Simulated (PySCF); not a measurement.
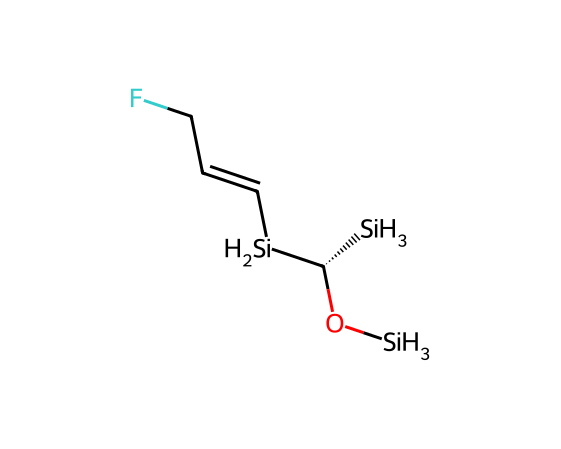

Computed geometry: GFN2-xTB optimisation. No frequency run is at hand to confirm it as a minimum. Properties computed with PBE0/pcSseg-1, gas phase (PySCF 2.14.0).

What does the calculation give?

The species is C4H13FOSi3 (`FC/C=C/[SiH2][C@H]([SiH3])O[SiH3]`).
- dipole moment: 1.81 D
- HOMO energy (Kohn–Sham orbital): −7.40 eV
- LUMO energy (Kohn–Sham orbital): −0.61 eV
- HOMO–LUMO gap: 6.80 eV

The geometry is semi-empirical. Around Si such bond lengths and angles can be off by a tenth of an ångström or more and by several degrees, and values that hang on the shape move with them.
